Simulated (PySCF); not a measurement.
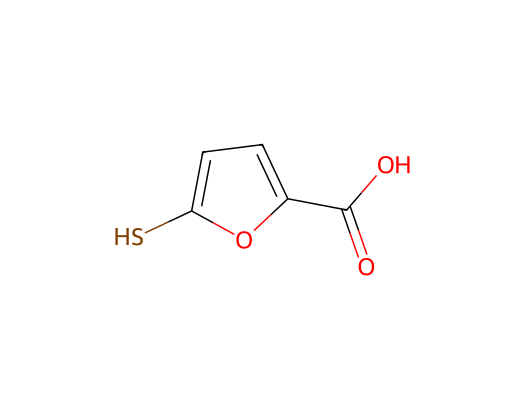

Skeletal drawing of a molecule.

Transcribe the drawing into SMILES.

Answer. O=C(O)c1ccc(S)o1

What is the molecular formula?

Answer. C5H4O3S.

An optimisation with GFN2-xTB gave a structure of which point group?

Answer. Cs. Other conformers may differ.

The parts below concern this one geometry. Atoms keep their numbers from picture to picture. The geometry was computed by an optimisation with GFN2-xTB. No frequency run is at hand to confirm it as a minimum.

**Shape**

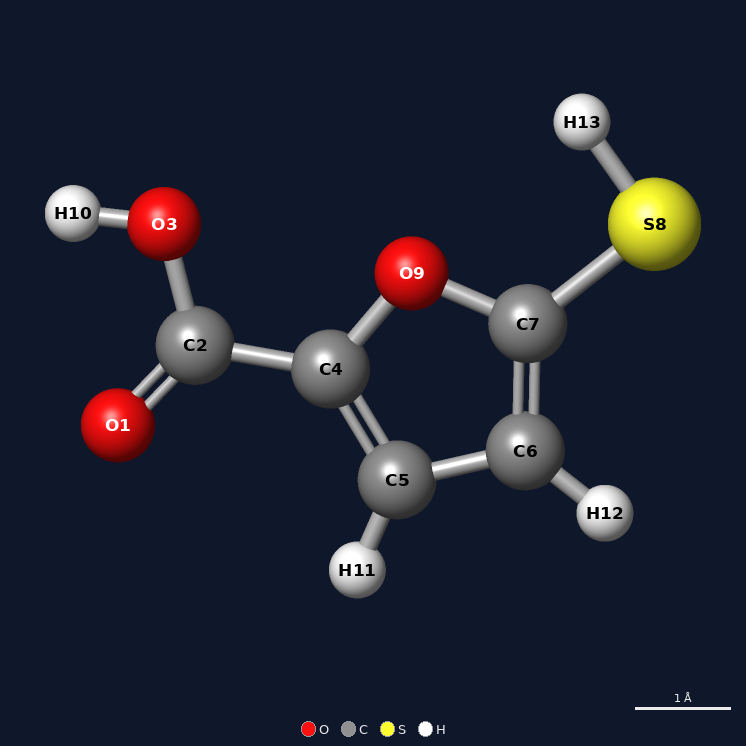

The atoms are numbered. No frequency run is at hand to confirm it as a minimum.

Which atoms are bonded, and how long are the bonds?

```csv
bond,length (Å),order
O1–C2,1.207,double
C2–O3,1.342,single
C2–C4,1.455,single
O3–H10,0.970,single
C4–C5,1.376,aromatic
C4–O9,1.361,aromatic
C5–C6,1.404,aromatic
C5–H11,1.070,single
C6–C7,1.374,aromatic
C6–H12,1.070,single
C7–S8,1.742,single
C7–O9,1.336,aromatic
S8–H13,1.332,single
```

**Electronic properties**

No frequency run is at hand to confirm it as a minimum. Method: PBE0/def2-SVPD, gas phase (PySCF 2.14.0). Excitations: vertical, linear response.

What does the calculation give?

- dipole moment: 2.02 D
- HOMO energy (Kohn–Sham orbital): −6.58 eV
- LUMO energy (Kohn–Sham orbital): −1.52 eV
- HOMO–LUMO gap: 5.07 eV
- mean static polarisability: 95.0 bohr³
- lowest vertical singlet excitation: 4.55 eV
- its oscillator strength: 0.423

**Ring current**

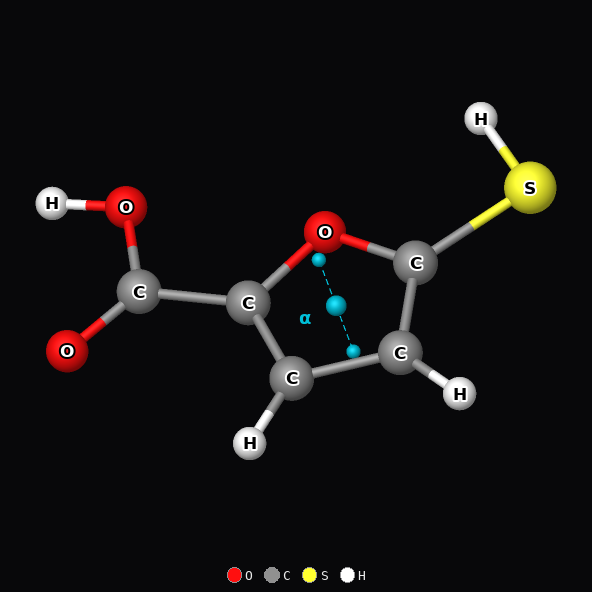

The small points mark where nucleus-independent chemical shifts (NICS) were computed: at the centre of each lettered ring and 1 Å above and below it. No frequency run is at hand to confirm it as a minimum. Method: GIAO PBE0/pcSseg-1 NMR shielding, non-relativistic, gas phase (PySCF 2.14.0).

Give NICS(0), NICS(1) and the out-of-plane component NICS(1)zz for each ring (means of the two sides).

```
ring  members  NICS(0)  NICS(1)  NICS(1)zz
   α      C4O    −10.9     −9.5      −22.6
```

Values in ppm.

What do the values say about the ring currents?

Answer. Ring α: diatropic, as in an aromatic ring. NICS is one index among several.

**Charges**

The questions are on IAO charges. No frequency run is at hand to confirm it as a minimum. Level of theory: PBE0/pcSseg-1, gas phase (PySCF 2.14.0).

List the IAO charges.

```json
{"atom": "O1", "value (e)": "−0.48"}
{"atom": "C2", "value (e)": "0.51"}
{"atom": "O3", "value (e)": "−0.48"}
{"atom": "C4", "value (e)": "0.08"}
{"atom": "C5", "value (e)": "−0.16"}
{"atom": "C6", "value (e)": "−0.24"}
{"atom": "C7", "value (e)": "0.07"}
{"atom": "S8", "value (e)": "0.06"}
{"atom": "O9", "value (e)": "−0.22"}
{"atom": "H10", "value (e)": "0.38"}
{"atom": "H11", "value (e)": "0.19"}
{"atom": "H12", "value (e)": "0.18"}
{"atom": "H13", "value (e)": "0.12"}
```
